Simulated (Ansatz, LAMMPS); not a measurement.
# Structural relaxation of a frame of liquid (Na,Rb,K)(I,Br) from 1100 K (82 atoms), part 2 of 3

Aim: bring a frame of liquid (Na,Rb,K)(I,Br) from 1100 K (82 atoms) to a nearby minimum of the energy and see what moves.

Ansatz 0.2.0; Kohn-Sham DFT, PBE, PAW (set soft_2, large core), plane waves.

The cell: 10 Na, 14 Rb, 17 K, 24 I and 17 Br. The starting topology of bonds comes from the classical model. The ion parameters were fitted for water, not for melts. Sampling is at Γ alone, for a cell whose shortest periodic width is 16 Å. Spin–orbit coupling is left out.

So far. Step 3 (Single point at the start): The r.m.s. force component of 0.30 eV/Å and the pressure of 0.33 GPa set the starting point.

**4. Cell and atoms relaxed**

Cell and atoms are freed together, to release stress as well as forces.

File input.yaml:

```yaml
crystal:
  lattice:
    - [16.0044, 0.0, 0.0]
    - [0.0, 16.0044, 0.0]
    - [0.0, 0.0, 16.0044]
  atoms:
    [... the 82 atom lines of step 3 ...]
kpoints:
  mp_grid: { grid: [1, 1, 1] }
hamiltonian:
  xc: pbe
  pseudopotentials: { kind: paw, core: large }
scf:
  occupations: { method: fermi_dirac, width: 0.025 }
output:
  forces: true
relax:
  f_tol: 0.03
  max_steps: 104
  cell: {}
```

On the command line:

```sh
$ ansatz run input.yaml --threads 4 --pin off --max-ram 8192MiB --backend cpu --events-out ev --progress --plain --runs-dir out
```

Numbers of over 12 decimals in the logs are rounded to 6 here.

Log:

```text
[...]
Crystal: 82 atoms, lattice volume = 4099.380 Å³
Basis set: ecut = 420 eV, 80269 PW (Γ), exchange–correlation on 216×216×216 points (8 copies of the dense FFT grid, shifted against one another)
Bands: 410, of which v1, the nominal top of the filled ones, is band 328 counted from 1 (327 counted from 0)
Symmetry: 1 space group operations
[...]
k-points: 1
[...]
SCF iter   1: F=—  HF=-258225.175877 eV  |F-HF|=—  |Δ(HF+E_count)|=         —  Δρ=2.83e-2  dr2=5.78e1  ethr=3.10e-3  ⟨swp⟩=9.0  Hψ=1990  notcnv=0  defer=41
[...]
SCF iter  11: F=-258201.685950 eV  HF=-258201.685950 eV  |F-HF|=1.18e-8  |Δ(HF+E_count)|=   1.35e-7  Δρ=5.14e-7  dr2=1.85e-8  ethr=1.52e-11  ⟨swp⟩=4.0  Hψ=1327  notcnv=0
SCF 1 converged in 11 iterations: F = -258201.685950 eV  dr2 = 1.85e-8
[...]
relax step   1: F+E_penalty+E_count = -258201.68594987 eV  Δ(F+E_penalty+E_count) = +0.000e0 eV  max|allowed force component| = 9.798e-1 eV/Å  Δτ_max = 0.0000 Å  P = +0.328 GPa  Ω = 4099.380 Å³  (11 SCF iters, dr2 threshold 1.00e-7 eV, accepted)
[... from here on, the SCF cycles and remarks between the steps are left out ...]
relax step   2: F+E_penalty+E_count = -258204.28893458 eV  Δ(F+E_penalty+E_count) = -2.603e0 eV  max|allowed force component| = 5.366e-1 eV/Å  Δτ_max = 0.1946 Å  P = +0.043 GPa  Ω = 4109.907 Å³  energy of the carried Pulay correction = -1.537e-4 eV  (6 SCF iters, dr2 threshold 8.20e-6 eV, accepted)
relax step   3: F+E_penalty+E_count = -258205.95135270 eV  Δ(F+E_penalty+E_count) = -1.662e0 eV  max|allowed force component| = 2.264e-1 eV/Å  Δτ_max = 0.1963 Å  P = -0.037 GPa  Ω = 4071.490 Å³  energy of the carried Pulay correction = +4.091e-4 eV  (6 SCF iters, dr2 threshold 8.20e-6 eV, accepted)
relax step   4: F+E_penalty+E_count = -258206.86768944 eV  Δ(F+E_penalty+E_count) = -9.163e-1 eV  max|allowed force component| = 1.529e-1 eV/Å  Δτ_max = 0.1950 Å  P = -0.021 GPa  Ω = 4014.175 Å³  energy of the carried Pulay correction = +1.259e-3 eV  (6 SCF iters, dr2 threshold 3.20e-6 eV, accepted)
relax step   5: F+E_penalty+E_count = -258207.46729074 eV  Δ(F+E_penalty+E_count) = -5.996e-1 eV  max|allowed force component| = 1.507e-1 eV/Å  Δτ_max = 0.1951 Å  P = -0.016 GPa  Ω = 3970.394 Å³  energy of the carried Pulay correction = +1.916e-3 eV  (6 SCF iters, dr2 threshold 1.46e-6 eV, accepted)
relax step   6: F+E_penalty+E_count = -258207.90358838 eV  Δ(F+E_penalty+E_count) = -4.363e-1 eV  max|allowed force component| = 9.458e-2 eV/Å  Δτ_max = 0.2000 Å  P = -0.003 GPa  Ω = 3932.862 Å³  energy of the carried Pulay correction = +2.485e-3 eV  (6 SCF iters, dr2 threshold 1.42e-6 eV, accepted)
relax step   7: F+E_penalty+E_count = -258208.23120126 eV  Δ(F+E_penalty+E_count) = -3.276e-1 eV  max|allowed force component| = 1.401e-1 eV/Å  Δτ_max = 0.1967 Å  P = +0.008 GPa  Ω = 3901.139 Å³  energy of the carried Pulay correction = +2.970e-3 eV  (7 SCF iters, dr2 threshold 5.59e-7 eV, accepted)
relax step   8: F+E_penalty+E_count = -258208.42559911 eV  Δ(F+E_penalty+E_count) = -1.944e-1 eV  max|allowed force component| = 7.648e-2 eV/Å  Δτ_max = 0.1956 Å  P = -0.005 GPa  Ω = 3887.822 Å³  energy of the carried Pulay correction = +3.175e-3 eV  (6 SCF iters, dr2 threshold 1.23e-6 eV, accepted)
relax step   9: F+E_penalty+E_count = -258208.57170250 eV  Δ(F+E_penalty+E_count) = -1.461e-1 eV  max|allowed force component| = 8.337e-2 eV/Å  Δτ_max = 0.1963 Å  P = +0.023 GPa  Ω = 3872.661 Å³  energy of the carried Pulay correction = +3.409e-3 eV  (7 SCF iters, dr2 threshold 3.66e-7 eV, accepted)
relax step  10: F+E_penalty+E_count = -258208.70095344 eV  Δ(F+E_penalty+E_count) = -1.293e-1 eV  max|allowed force component| = 7.318e-2 eV/Å  Δτ_max = 0.1947 Å  P = +0.002 GPa  Ω = 3871.513 Å³  energy of the carried Pulay correction = +3.426e-3 eV  (6 SCF iters, dr2 threshold 4.34e-7 eV, accepted)
relax step  11: F+E_penalty+E_count = -258208.82860088 eV  Δ(F+E_penalty+E_count) = -1.276e-1 eV  max|allowed force component| = 8.709e-2 eV/Å  Δτ_max = 0.1967 Å  P = -0.006 GPa  Ω = 3869.020 Å³  energy of the carried Pulay correction = +3.465e-3 eV  (6 SCF iters, dr2 threshold 3.35e-7 eV, accepted)
relax step  12: F+E_penalty+E_count = -258208.94234553 eV  Δ(F+E_penalty+E_count) = -1.137e-1 eV  max|allowed force component| = 7.060e-2 eV/Å  Δτ_max = 0.1949 Å  P = +0.002 GPa  Ω = 3865.467 Å³  energy of the carried Pulay correction = +3.520e-3 eV  (6 SCF iters, dr2 threshold 4.74e-7 eV, accepted)
relax step  13: F+E_penalty+E_count = -258209.05035736 eV  Δ(F+E_penalty+E_count) = -1.080e-1 eV  max|allowed force component| = 4.703e-2 eV/Å  Δτ_max = 0.2000 Å  P = +0.008 GPa  Ω = 3859.515 Å³  energy of the carried Pulay correction = +3.612e-3 eV  (7 SCF iters, dr2 threshold 3.11e-7 eV, accepted)
relax step  14: F+E_penalty+E_count = -258209.12667674 eV  Δ(F+E_penalty+E_count) = -7.632e-2 eV  max|allowed force component| = 6.637e-2 eV/Å  Δτ_max = 0.1927 Å  P = +0.001 GPa  Ω = 3856.267 Å³  energy of the carried Pulay correction = +3.663e-3 eV  (7 SCF iters, dr2 threshold 1.38e-7 eV, accepted)
[...]
relax step  27: F+E_penalty+E_count = -258209.58391433 eV  Δ(F+E_penalty+E_count) = -3.113e-2 eV  max|allowed force component| = 6.631e-2 eV/Å  Δτ_max = 0.1978 Å  P = +0.000 GPa  Ω = 3844.893 Å³  energy of the carried Pulay correction = +3.839e-3 eV  (6 SCF iters, dr2 threshold 2.99e-7 eV, accepted)
relax step  28: F+E_penalty+E_count = -258209.60073958 eV  Δ(F+E_penalty+E_count) = -1.683e-2 eV  max|allowed force component| = 6.189e-2 eV/Å  Δτ_max = 0.1482 Å  P = +0.008 GPa  Ω = 3846.104 Å³  energy of the carried Pulay correction = +3.821e-3 eV  (6 SCF iters, dr2 threshold 2.75e-7 eV, accepted)
relax step  29: F+E_penalty+E_count = -258209.62291417 eV  Δ(F+E_penalty+E_count) = -2.217e-2 eV  max|allowed force component| = 7.067e-2 eV/Å  Δτ_max = 0.2000 Å  P = -0.003 GPa  Ω = 3855.123 Å³  energy of the carried Pulay correction = +3.680e-3 eV  (7 SCF iters, dr2 threshold 2.39e-7 eV, accepted)
relax step  30: F+E_penalty+E_count = -258209.60387656 eV  Δ(F+E_penalty+E_count) = +1.904e-2 eV  max|allowed force component| = 2.133e-1 eV/Å  Δτ_max = 0.1937 Å  P = +0.019 GPa  Ω = 3853.205 Å³  energy of the carried Pulay correction = +3.710e-3 eV  (7 SCF iters, dr2 threshold 3.12e-7 eV, rejected (line search))
relax step  31: F+E_penalty+E_count = -258209.66053291 eV  Δ(F+E_penalty+E_count) = -3.762e-2 eV  max|allowed force component| = 2.197e-2 eV/Å  Δτ_max = 0.0969 Å  P = +0.001 GPa  Ω = 3855.739 Å³  energy of the carried Pulay correction = +3.671e-3 eV  (9 SCF iters, accepted)
relax step  32: F+E_penalty+E_count = -258209.67308597 eV  Δ(F+E_penalty+E_count) = -1.255e-2 eV  max|allowed force component| = 2.735e-2 eV/Å  Δτ_max = 0.0959 Å  P = +0.003 GPa  Ω = 3856.763 Å³  energy of the carried Pulay correction = +3.655e-3 eV  (9 SCF iters, accepted)
relax step  33: F+E_penalty+E_count = -258209.68851572 eV  Δ(F+E_penalty+E_count) = -1.543e-2 eV  max|allowed force component| = 3.557e-2 eV/Å  Δτ_max = 0.1463 Å  P = +0.003 GPa  Ω = 3859.191 Å³  energy of the carried Pulay correction = +3.617e-3 eV  (9 SCF iters, accepted)
relax step  34: F+E_penalty+E_count = -258209.70823214 eV  Δ(F+E_penalty+E_count) = -1.972e-2 eV  max|allowed force component| = 2.673e-2 eV/Å  Δτ_max = 0.1934 Å  P = +0.001 GPa  Ω = 3862.036 Å³  energy of the carried Pulay correction = +3.573e-3 eV  (7 SCF iters, dr2 threshold 7.91e-8 eV, accepted)
relax step  35: F+E_penalty+E_count = -258209.71869987 eV  Δ(F+E_penalty+E_count) = -1.047e-2 eV  max|allowed force component| = 3.461e-2 eV/Å  Δτ_max = 0.1943 Å  P = +0.006 GPa  Ω = 3863.532 Å³  energy of the carried Pulay correction = +3.550e-3 eV  (9 SCF iters, accepted)
relax step  36: F+E_penalty+E_count = -258209.71742765 eV  Δ(F+E_penalty+E_count) = +1.272e-3 eV  max|allowed force component| = 5.755e-2 eV/Å  Δτ_max = 0.1541 Å  P = -0.003 GPa  Ω = 3867.802 Å³  energy of the carried Pulay correction = +3.484e-3 eV  (7 SCF iters, dr2 threshold 7.48e-8 eV, rejected (line search))
relax step  37: F+E_penalty+E_count = -258209.72930062 eV  Δ(F+E_penalty+E_count) = -1.060e-2 eV  max|allowed force component| = 1.162e-2 eV/Å  Δτ_max = 0.0770 Å  P = +0.001 GPa  Ω = 3866.079 Å³  energy of the carried Pulay correction = +3.510e-3 eV  (9 SCF iters, accepted)
relax step  38: F+E_penalty+E_count = -258209.72364385 eV  Δ(F+E_penalty+E_count) = +5.657e-3 eV  max|allowed force component| = 1.162e-2 eV/Å  Δτ_max = 0.0000 Å  P = +0.003 GPa  Ω = 3866.079 Å³  stress off target by 9.15e-3 GPa  SCF on the basis re-selected at this cell (its energy is not comparable with the rows above)  (6 SCF iters)
basis re-selected at this cell: Δ(F+E_penalty+E_count) = +5.657e-3 eV, ΔP = +0.002 GPa vs the last step (what re-selecting the basis moved, of the pressure what is left beyond the Pulay correction that the steps carried, after the strain that the cell walked since its last selection, [...]
SCF converged after 6 iterations
Free energy (F): -258209.723644 eV
[...]
Internal energy: -258209.723644 eV  (E = F + TS)
E sigma→0 (E₀):  -258209.723644 eV
Fermi energy:    2.430723 eV
[...]
--- Forces (eV/Å), atoms counted from 1 ---
  atom   1  Na    -0.00192514    -0.00443692    -0.00005003
  atom   2  Na     0.00541324     0.00025458    -0.00162888
  atom   3  Na    -0.00195090     0.00207339    -0.00147217
  atom   4  Na     0.00221370    -0.00292698     0.00565463
  atom   5  Na     0.00413502     0.00001912     0.00030195
  atom   6  Na     0.00210071     0.00376810     0.00302655
  atom   7  Na     0.00164667    -0.00165520     0.00377363
  atom   8  Na     0.00062782    -0.00347859     0.00410803
  atom   9  Na    -0.00241845     0.00328604     0.00568436
  atom  10  Na     0.00181672     0.00172244     0.00007088
  atom  11  Rb    -0.00342851     0.00404902    -0.00205093
  atom  12  Rb     0.00400885     0.00620124     0.00132460
  atom  13  Rb     0.00056248    -0.00181469    -0.00648200
  atom  14  Rb    -0.00718313    -0.00139196     0.00325654
[...]
atom  81  Br    -0.00206053     0.00177827    -0.00147897
  atom  82  Br     0.00402299     0.00239926    -0.00142181
  max |Σ_I F_I| component: 2.35e-5 eV/Å
--- Stress (GPa, compression-positive) ---
        0.006103       0.002656       0.003644
        0.002656       0.003240       0.001337
        0.003644       0.001337      -0.000893
  P = ⅓ Tr σ = 0.0028 GPa (0.028 kbar)
--- Relaxed structure (37 steps of the walk, 35 accepted, 1 SCFs on fresh bases) ---
  F+E_penalty+E_count = -258209.72364385 eV   max|allowed force component| = 1.162e-2 eV/Å   (the final SCF, on the basis selected at the relaxed cell)
  cell:  # Å, volume = 3866.0793 Å³
    - [16.422592, -0.625732, 0.243923]
    - [-0.625732, 15.024938, 0.363115]
    - [0.243923, 0.363115, 15.705871]
  atoms:
    - { symbol: Na, position: [0.610463, 0.387414, 0.721225] }
    - { symbol: Na, position: [0.911810, 0.191571, 0.479946] }
    - { symbol: Na, position: [0.635107, 0.138925, 0.559271] }
    - { symbol: Na, position: [0.061685, 0.445165, 0.546920] }
[...]
- { symbol: Br, position: [0.259323, 0.129564, 0.710551] }
```

Run time: 31 min. Hardware: 4 threads of Arm Neoverse V1, shared host; peak memory 4.8 GiB; 1.9 h of CPU time.

The steps of the relaxation (22 of 38):

```csv
step,energy less that of the first step (eV),largest force component (eV/Å),pressure (GPa),volume (Å³)
1,0.0000,0.9798,0.33,4099.38
3,-4.2654,0.2264,-0.04,4071.49
5,-5.7813,0.1507,-0.02,3970.39
6,-6.2176,0.0946,0.00,3932.86
8,-6.7396,0.0765,0.00,3887.82
10,-7.0150,0.0732,0.00,3871.51
12,-7.2564,0.0706,0.00,3865.47
13,-7.3644,0.0470,0.01,3859.52
15,-7.5064,0.0925,0.00,3849.66
17,-7.5876,0.1022,-0.01,3842.25
19,-7.6867,0.0837,0.01,3844.31
20,-7.7082,0.0368,0.00,3848.47
22,-7.7545,0.0528,0.00,3856.27
24,-7.8052,0.0361,0.00,3852.89
26,-7.8668,0.0692,-0.01,3848.21
27,-7.8980,0.0663,0.00,3844.89
29,-7.9370,0.0707,0.00,3855.12
31,-7.9746,0.0220,0.00,3855.74
33,-8.0026,0.0356,0.00,3859.19
34,-8.0223,0.0267,0.00,3862.04
36,-8.0315,0.0576,0.00,3867.80
38*,-8.0377,0.0116,0.00,3866.08
```

Relaxation steps marked * repeat the geometry before them on a plane-wave basis chosen anew for their cell, so energy and pressure can jump there. Other such steps can lie between the rows shown. Relaxation steps 30, 36 were tried and not accepted.

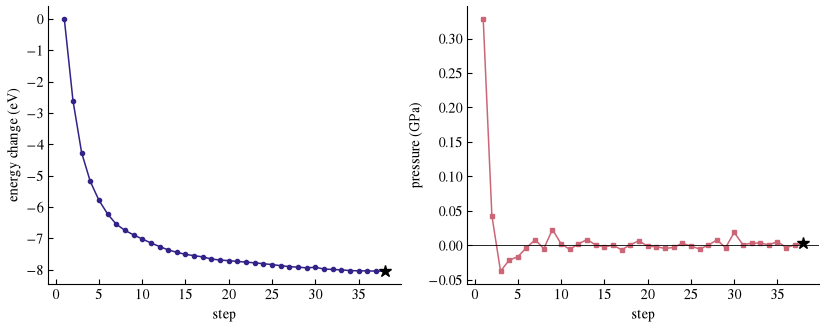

Energy and pressure along the relaxation. Stars mark steps on a basis chosen anew.

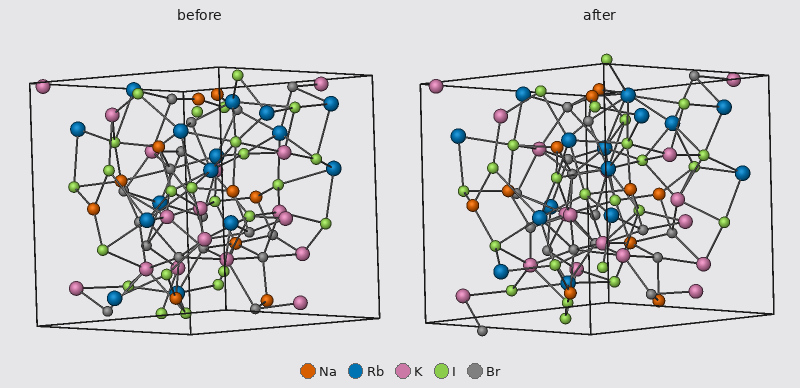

The structure before and after the relaxation, drawn at the same scale. Bonds to atoms that aren't drawn are left out.

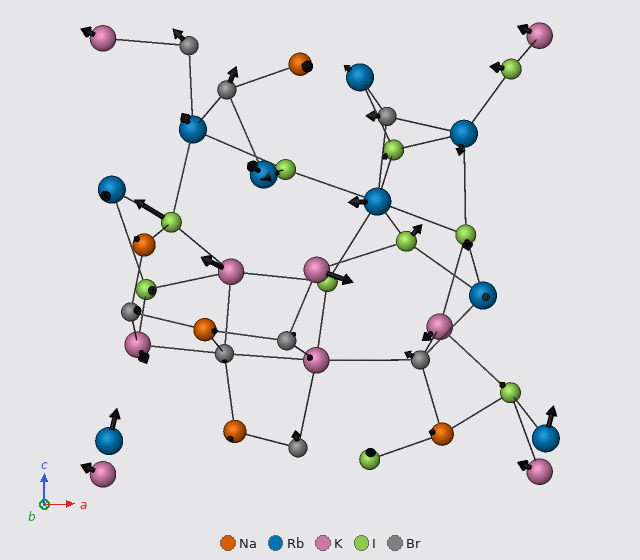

Displacements in the relaxation, scaled, measured against the changing cell; the longest in the cell stands for 2.31 Å. Drawn is a slice 7 Å thick, seen along the normal of the ac plane. Bonds to atoms that aren't drawn are left out.

```csv
cell as run,before,after,change
a (Å),16.004,16.436,+2.7 %
b (Å),16.004,15.042,-6.0 %
c (Å),16.004,15.712,-1.8 %
α (°),90.00,87.33,-3.0 %
β (°),90.00,88.31,-1.9 %
γ (°),90.00,94.54,+5.0 %
volume (Å³/atom),49.99,47.15,-5.7 %
```

The atoms that moved most (Å, as changes of fractional coordinates times the final cell):

```csv
atom,dx,dy,dz,length
I64,-1.964,0.157,1.198,2.306
I51,-0.005,-1.616,1.010,1.906
K37,1.714,-0.582,-0.563,1.895
K26,-1.500,-0.786,0.781,1.865
Br66,0.832,-0.689,-1.473,1.827
Rb13,-0.791,-1.187,0.625,1.558
Rb12,0.373,0.364,1.415,1.508
I46,-1.275,-0.588,-0.432,1.469
```

The relaxation changed the energy by -98.0 meV/atom, and atoms moved by 0.93 Å r.m.s., 2.3 Å at most.

**5. Local order after relaxation**

Bonds before and after, by the cutoffs listed below:

```csv
pair,bonds before,bonds after,mean before (Å),mean after (Å),spread before (Å),spread after (Å)
I-K,38,49,3.550,3.619,0.264,0.134
I-Rb,46,50,3.678,3.711,0.288,0.131
I-Na,20,24,3.184,3.162,0.250,0.093
Br-K,33,39,3.373,3.342,0.225,0.138
Br-Na,18,20,3.001,2.927,0.215,0.095
```

Density 2.79 g/cm³, 47.15 Å³ an atom.

Pair distribution functions g(r), in bins of 0.2 Å:

```csv
r (Å),total,I-I,I-Br,I-K,I-Rb,I-Na,Br-Br
2.80,0.56,0.00,0.00,0.00,0.00,0.00,0.00
3.00,0.80,0.00,0.00,0.00,0.00,4.83,0.00
3.20,1.59,0.00,0.00,0.00,0.00,9.43,0.00
3.40,1.54,0.00,0.00,2.86,0.76,1.16,0.00
3.60,2.29,0.00,0.00,8.16,8.39,0.00,0.00
3.80,1.15,0.00,0.00,2.90,6.06,0.00,0.71
4.00,0.68,0.32,0.46,0.23,1.46,0.00,1.98
4.20,0.67,0.29,0.85,0.42,0.26,0.00,0.59
4.40,1.06,1.91,2.73,0.20,0.00,0.00,2.16
4.60,1.17,0.74,2.16,0.18,0.21,0.00,3.00
4.80,1.12,3.02,1.47,0.17,0.78,0.00,2.81
5.00,1.11,1.71,3.32,0.15,0.36,0.00,2.58
5.20,0.97,1.80,1.27,0.28,0.51,0.47,0.39
5.40,0.99,1.46,1.18,0.77,0.61,1.33,0.36
5.60,0.87,1.35,1.69,0.24,0.44,1.03,0.00
5.80,0.84,1.26,0.78,0.56,0.68,0.95,0.65
6.00,0.78,0.89,0.53,1.06,0.37,1.24,0.89
6.20,0.80,1.10,0.59,0.98,0.24,0.83,0.27
6.40,1.05,0.66,0.74,1.38,0.78,0.46,1.56
6.60,1.01,0.98,0.78,1.04,1.17,1.77,1.45
6.80,1.32,0.92,0.97,1.71,1.69,2.63,0.69
7.00,1.08,0.67,0.85,1.46,0.66,1.04,0.88
7.20,1.27,0.93,0.81,0.94,2.29,2.09,0.83
7.40,1.02,0.59,0.90,1.17,1.42,1.05,0.57
```

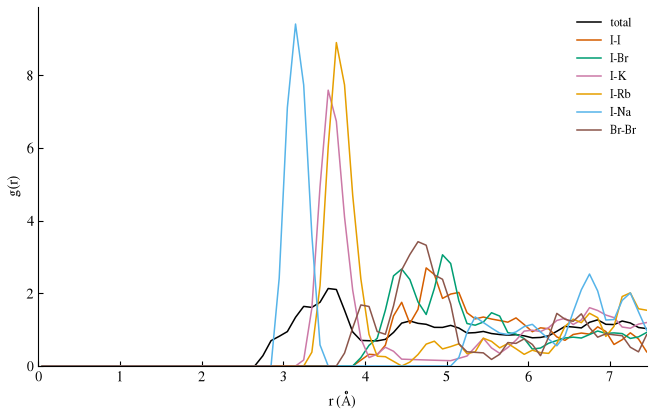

Pair distribution functions, lightly smoothed.

Bonds by pair of elements; cutoffs follow the first minimum of g(r), held within bounds set by covalent radii, and pairs that aren't listed don't count as bonded:

```csv
pair A-B,cutoff (Å),bonds,mean length (Å),spread (Å),shortest (Å),B about A,A about B
I-K,4.13,49,3.62,0.134,3.39,2.04,2.88
I-Rb,4.2,50,3.71,0.131,3.47,2.08,3.57
I-Na,3.73,24,3.16,0.093,3.03,1,2.4
Br-K,3.88,39,3.34,0.138,3.15,2.29,2.29
Br-Rb,3.98,25,3.54,0.137,3.32,1.47,1.79
Br-Na,3.58,20,2.93,0.095,2.81,1.18,2
```

The cutoff for Br-Rb falls short of the minimum of g(r), so counts run low and odd coordinations can be artefacts.

How many atoms have how many bonded neighbours:

```csv
element,mean,4,5,6
Br,4.94,5,8,4
I,5.12,3,15,6
K,5.18,2,10,5
Na,4.4,6,4,0
Rb,5.36,1,7,6
```

Bond angles, per cent of each kind in bins of 5°:

```csv
angle (°),K-I-Rb,Br-K-I,Br-Rb-I,I-Rb-I,I-K-I
65–70,1.1,1.1,4.9,1.5,3.5
70–75,8.8,3.4,8.6,13.0,6.9
75–80,13.2,9.1,13.6,8.7,5.2
80–85,12.1,8.0,12.3,7.2,10.3
85–90,9.9,12.5,11.1,10.1,17.2
90–95,7.7,20.5,6.2,4.3,5.2
95–100,5.5,8.0,6.2,10.1,1.7
100–105,2.2,3.4,3.7,4.3,12.1
105–110,3.3,3.4,2.5,7.2,5.2
110–115,2.2,3.4,2.5,1.5,3.5
115–120,6.6,2.3,0.0,4.3,6.9
120–125,0.0,2.3,3.7,5.8,5.2
125–130,4.4,3.4,2.5,1.5,0.0
130–135,2.2,2.3,2.5,0.0,0.0
135–140,4.4,0.0,3.7,2.9,1.7
140–145,1.1,1.1,2.5,2.9,1.7
145–150,5.5,5.7,3.7,2.9,0.0
150–155,3.3,1.1,3.7,5.8,1.7
155–160,3.3,1.1,4.9,1.5,5.2
160–165,0.0,2.3,1.2,0.0,5.2
165–170,2.2,3.4,0.0,0.0,0.0
170–175,1.1,2.3,0.0,1.5,1.7
175–180,0.0,0.0,0.0,2.9,0.0
```

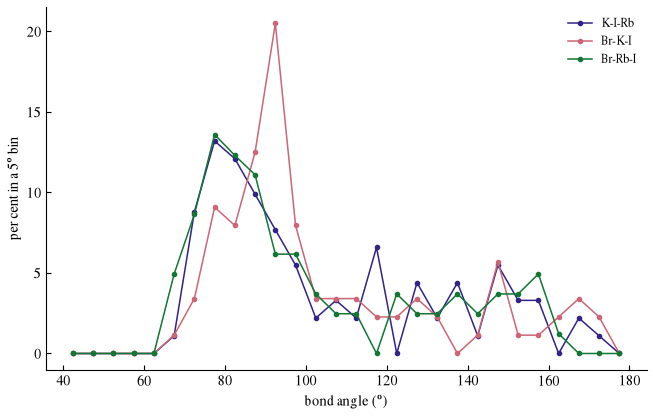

Distributions of the most common bond angles.

Bond angles (no mean is given where the spread exceeds 20°):

```csv
angle,count,mean (°),spread (°)
K-I-Rb,91,-,-
Br-K-I,88,-,-
Br-Rb-I,81,-,-
I-Rb-I,69,-,-
I-K-I,58,-,-
```

Bond length by coordination (bonds to H left out):

```csv
element,coordination,atoms,mean bond length (Å)
Br,4,5,3.16
Br,5,8,3.32
Br,6,4,3.40
I,4,3,3.44
I,5,15,3.55
I,6,6,3.64
K,4,2,3.47
K,5,10,3.50
K,6,5,3.50
Na,4,6,2.96
Na,5,4,3.16
Rb,4,1,3.59
Rb,5,7,3.66
Rb,6,6,3.66
```

First main peaks of g(r), for some of the pairs, lie near 3.6 Å (I-K), 3.7 Å (I-Rb) and 3.1 Å (I-Na).

[end of part 2 of 3]

[Logs are printed without paths, hosts, clocks, repeated set-up lines and the standing remarks that a program may print on its own settings, such as how far it seeks lower states.]

[Hosts, paths, dates, database ids (printed as entryN), source tags and the programs' standing remarks are cut or masked in the printed files.]
